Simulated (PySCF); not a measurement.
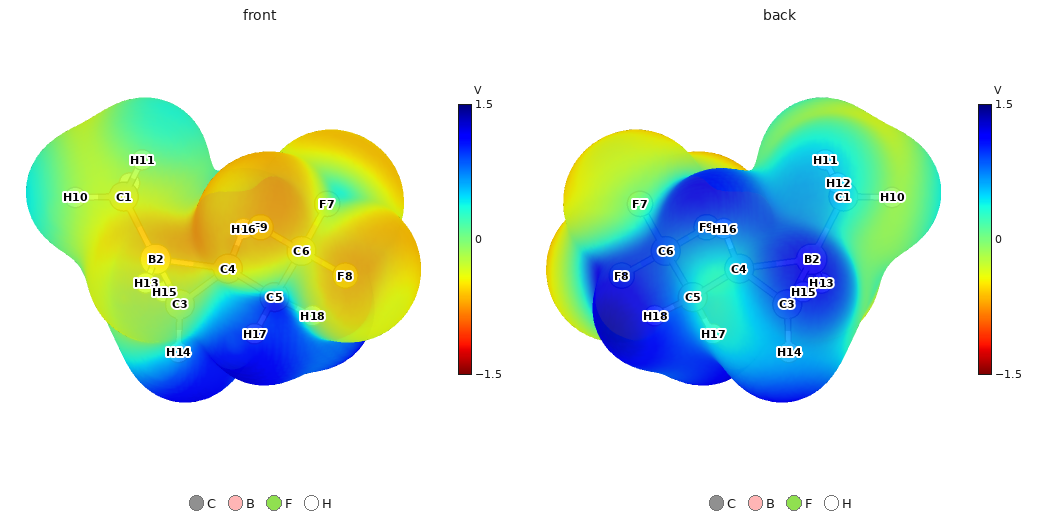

Figure. C$_{5}$H$_{9}$BF$_{3}$ (doublet). The molecular electrostatic potential painted on the density surface at 0.002 e/bohr³, seen from the front and from behind; the colour scale runs from red (negative) to blue (positive).

Geometry: GFN2-xTB.

The calculation used PySCF, UKS B3LYP, pcH-1 on B C F H, non-relativistic, mean-field spin-orbit, GIAO.

| atom | x (Å) | y (Å) | z (Å) |
| --- | --- | --- | --- |
| C | 2.1945 | 0.9620 | -0.4694 |
| B | 1.1050 | -0.0973 | -0.9186 |
| C | 0.8957 | -1.4910 | -0.0147 |
| C | -0.0861 | -0.4790 | 0.2779 |
| C | -1.5054 | -0.6103 | -0.1982 |
| C | -2.1752 | 0.7438 | -0.3386 |
| F | -2.1663 | 1.4366 | 0.8120 |
| F | -3.4666 | 0.6260 | -0.6958 |
| F | -1.5994 | 1.5262 | -1.2579 |
| H | 3.0464 | 0.9800 | -1.1476 |
| H | 1.7828 | 1.9721 | -0.4928 |
| H | 2.5754 | 0.7973 | 0.5364 |
| H | 0.7528 | -0.1459 | -2.0369 |
| H | 0.5869 | -2.3607 | -0.5742 |
| H | 1.6704 | -1.6743 | 0.7132 |
| H | 0.0353 | 0.1142 | 1.1741 |
| H | -1.5523 | -1.1102 | -1.1670 |
| H | -2.1026 | -1.1835 | 0.5217 |

Q: Where is the surface potential most negative and most positive?

A: The most negative region (about −0.7 V) lies over F8 and F9, the most positive (about +1.3 V) over H17 and H18.
